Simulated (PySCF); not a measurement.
**Two runs on C2H5ClSi2**

System: C2H5ClSi2, SMILES [SiH3]C#C[SiH2]Cl.
Method of run 1: GIAO PBE0/STO-3G NMR shielding, non-relativistic, gas phase (PySCF 2.14.0).

The geometry comes from this level: PBE0-D3(BJ)/def2-SVP. Text and figures count atoms from 1; the logs count them from 0 in places.

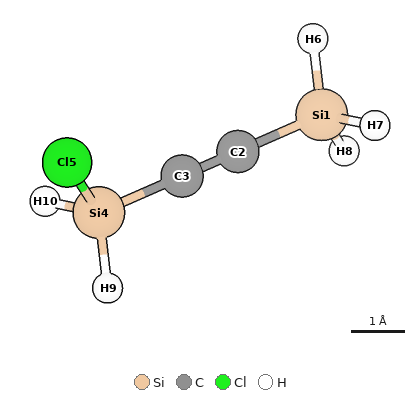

Fig. 1: The structure as given in the input (ball-and-stick view, seen at a tilt; atoms are numbered from 1 in the order of the input).

Input file, run 1:
```
{"job": {"kind": "nmr", "xc": "PBE0", "basis": "STO-3G", "pop": true}, "charge": 0, "multiplicity": 1}
Si     0.497035     0.637891     1.436096
C     -1.328845     0.462913     1.304345
C     -2.544445     0.346840     1.215888
Si    -4.359482     0.171728     1.089704
Cl    -5.224198     0.668783     2.898473
H      0.829277     2.048221     1.785872
H      1.000703    -0.280212     2.496823
H      1.112872     0.283098     0.125479
H     -4.702758    -1.239230     0.774012
H     -4.877508     1.095347     0.047129
```

The first line tells a small driver script what to run in PySCF; the rest is the geometry in Å.

Hardware: 1 CPU thread, shared host.

Output (run 1):
```
coarse grid: 10144 points
cycle   1  E = -1105.2745392496  dE = -3.142e-01  |g| = 3.371e-01  |ddm| = 3.860e+00
cycle   2  E = -1105.3076421420  dE = -3.310e-02  |g| = 2.265e-01  |ddm| = 1.177e+00
cycle   3  E = -1105.3289474242  dE = -2.131e-02  |g| = 1.638e-02  |ddm| = 4.410e-01
cycle   4  E = -1105.3288150047  dE =  1.324e-04  |g| = 2.834e-02  |ddm| = 4.358e-02
cycle   5  E = -1105.3290280041  dE = -2.130e-04  |g| = 1.973e-03  |ddm| = 2.755e-02
cycle   6  E = -1105.3290294128  dE = -1.409e-06  |g| = 1.721e-04  |ddm| = 3.413e-03
final grid: 84880 points
cycle   7  E = -1105.2787624736  dE = -3.110e-06  |g| = 1.325e-03  |ddm| = 8.013e-03
cycle   8  E = -1105.2787629339  dE = -4.604e-07  |g| = 8.719e-04  |ddm| = 4.064e-03
cycle   9  E = -1105.2787632151  dE = -2.811e-07  |g| = 2.726e-04  |ddm| = 1.588e-03
cycle  10  E = -1105.2787632347  dE = -1.966e-08  |g| = 2.835e-05  |ddm| = 2.814e-04
cycle  11  E = -1105.2787632349  dE = -2.276e-10  |g| = 3.639e-06  |ddm| = 3.870e-05
converged SCF energy = -1105.2787632349

GIAO shielding tensors (ppm)
atom      isotropic    diamagn.    paramagn.     s11        s22        s33       span
  0 Si     601.711     869.147    -267.436    589.355    590.039    625.737     36.382
  1 C      143.094     266.954    -123.860     80.377     82.976    265.928    185.551
  2 C      152.448     268.281    -115.834     89.753     92.260    275.329    185.577
  3 Si     563.586     867.204    -303.618    525.132    547.709    617.915     92.783
  4 Cl    1200.933    1126.303      74.630   1084.141   1243.422   1275.235    191.094
  5 H       30.467      29.965       0.502     26.627     28.363     36.411      9.784
  6 H       30.468      30.297       0.171     26.627     28.363     36.413      9.786
  7 H       30.516      32.992      -2.475     26.703     28.251     36.595      9.892
  8 H       29.605      30.269      -0.664     25.227     27.294     36.294     11.067
  9 H       29.606      29.947      -0.340     25.228     27.293     36.296     11.068
```

The input of run 2 differs as follows (lines with − go, lines with + come):
```diff
-"basis": "STO-3G"
+"basis": "def2-SVP"
```

What does this change do to the results?

The total energy of run 2 is 7677.1 kcal/mol lower, which measures the change of basis and not a stability. The HOMO goes from −5.91 to −8.34 eV. The LUMO goes from 3.21 to −1.13 eV. The dipole moment goes from 2.83 to 1.49 D. Of all shieldings, the largest change is that of Cl5, by −191.7 ppm. The SCF takes 12 iterations against 11. The basis functions go from 42 to 107.

Output (run 2):
```
coarse grid: 10144 points
cycle   1  E = -1117.3456111043  dE =  1.897e-01  |g| = 3.615e-01  |ddm| = 3.311e+00
cycle   2  E = -1117.3421343454  dE =  3.477e-03  |g| = 3.685e-01  |ddm| = 9.202e-01
cycle   3  E = -1117.3822691292  dE = -4.013e-02  |g| = 5.573e-02  |ddm| = 4.956e-01
cycle   4  E = -1117.3824296479  dE = -1.605e-04  |g| = 5.242e-02  |ddm| = 8.084e-02
cycle   5  E = -1117.3831502481  dE = -7.206e-04  |g| = 4.662e-03  |ddm| = 4.099e-02
cycle   6  E = -1117.3831566032  dE = -6.355e-06  |g| = 9.043e-04  |ddm| = 6.307e-03
final grid: 84880 points
cycle   7  E = -1117.5130071838  dE = -6.940e-06  |g| = 3.015e-03  |ddm| = 1.783e-02
cycle   8  E = -1117.5130066857  dE =  4.981e-07  |g| = 3.285e-03  |ddm| = 7.387e-03
cycle   9  E = -1117.5130102893  dE = -3.604e-06  |g| = 1.123e-04  |ddm| = 3.872e-03
cycle  10  E = -1117.5130102923  dE = -3.004e-09  |g| = 4.157e-05  |ddm| = 2.066e-04
cycle  11  E = -1117.5130102923  dE = -6.958e-11  |g| = 3.928e-05  |ddm| = 6.855e-05
cycle  12  E = -1117.5130102927  dE = -4.002e-10  |g| = 7.007e-06  |ddm| = 3.428e-05
converged SCF energy = -1117.5130102927

GIAO shielding tensors (ppm)
atom      isotropic    diamagn.    paramagn.     s11        s22        s33       span
  0 Si     507.566     882.344    -374.778    505.289    506.071    511.339      6.050
  1 C       85.909     267.428    -181.520      0.833      2.715    254.178    253.345
  2 C       86.059     270.143    -184.085     -7.415      0.383    265.208    272.623
  3 Si     456.732     880.209    -423.477    420.156    439.047    510.992     90.836
  4 Cl    1009.209    1143.765    -134.556    954.999   1018.088   1054.539     99.541
  5 H       27.163      28.433      -1.270     23.930     25.681     31.878      7.948
  6 H       27.163      28.666      -1.503     23.930     25.681     31.879      7.948
  7 H       27.201      30.441      -3.240     23.992     25.595     32.015      8.023
  8 H       26.170      28.065      -1.895     22.361     24.763     31.385      9.025
  9 H       26.173      27.758      -1.585     22.364     24.765     31.389      9.025
```

The two runs side by side:

```csv
quantity,run 1,run 2
outcome,converged,converged
total energy (hartree),−1105.278763,−1117.513010
HOMO (eV),−5.91,−8.34
LUMO (eV),3.21,−1.13
dipole moment (D),2.83,1.49
shielding of Si1 (ppm),601.7,507.6
shielding of C2 (ppm),143.1,85.9
shielding of C3 (ppm),152.4,86.1
shielding of Si4 (ppm),563.6,456.7
shielding of Cl5 (ppm),1200.9,1009.2
shielding of H9 (ppm),29.6,26.2
shielding of H10 (ppm),29.6,26.2
SCF iterations,11,12
basis functions,42,107
wall time (shared host),2.5 s,6.9 s
```
